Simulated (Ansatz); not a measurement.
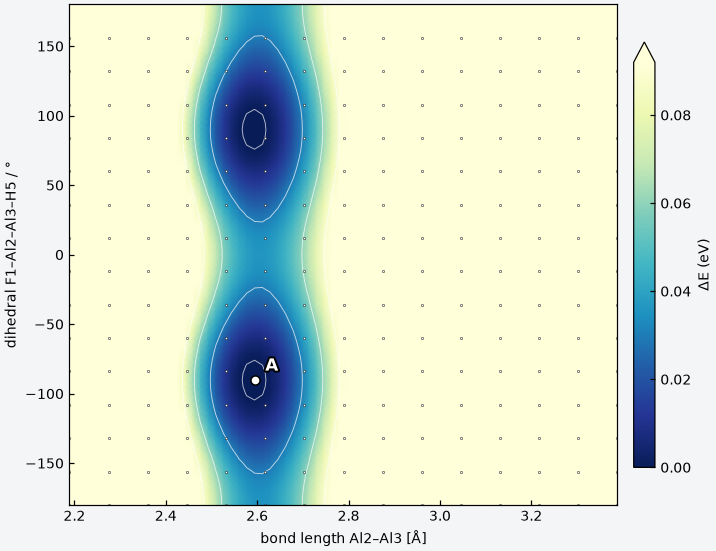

Al₂FH₃, SMILES [F][AlH][AlH2]. First axis: bond length Al2–Al3. Second axis: dihedral F1–Al2–Al3–H5. Nothing is relaxed (all other coordinates rigid). The scan uses a 15 × 15 grid; 120 points were computed and 105 follow by symmetry. Energies are in eV, from the lowest grid point. The calculation used RKS PBE0-D4/def2-TZVP in Ansatz 0.2.0.

In the figure: a smooth colour map with a few white contour lines, dots at the grid points, one colour for all values above the top of the scale, the point A. Between grid points the surface is interpolated.

> Find the lowest pass out of the well at A.

The easiest path leads from the well at about bond length Al2–Al3 = 2.59 Å, dihedral F1–Al2–Al3–H5 = −90° to a well of about the same depth at about bond length Al2–Al3 = 2.59 Å, dihedral F1–Al2–Al3–H5 = 90°. Its highest point lies about 0.038 eV above the bottom of the first well on the interpolated surface, at bond length Al2–Al3 = 2.618 Å, dihedral F1–Al2–Al3–H5 = −180°. This is the barrier on the constrained surface; relaxing the other coordinates would change it.

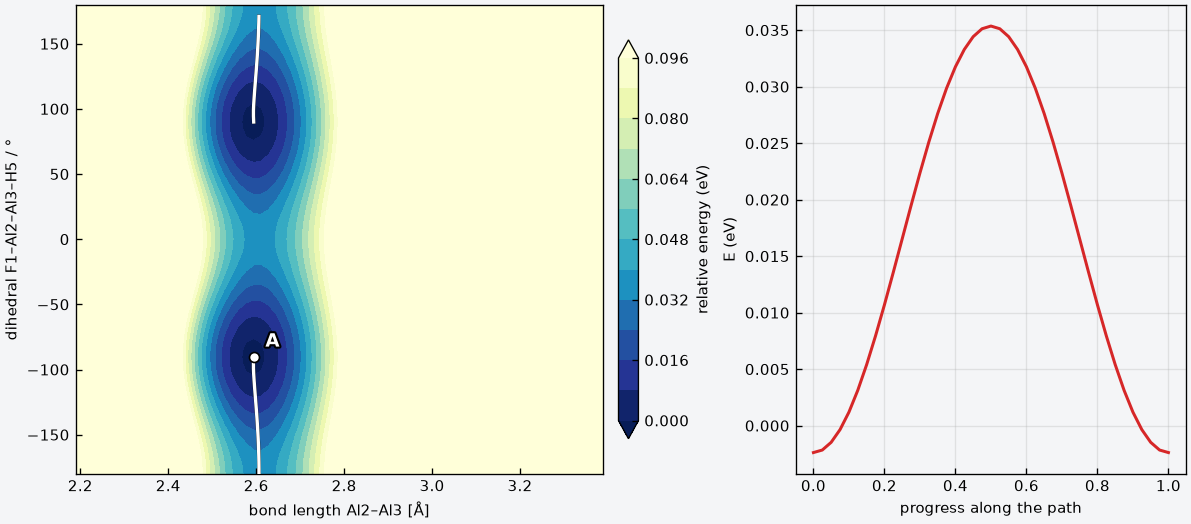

Drawn: filled contours, a line along the lowest path, one colour for all values above the top of the scale, the energy along the path at the right. Between grid points the surface is interpolated.
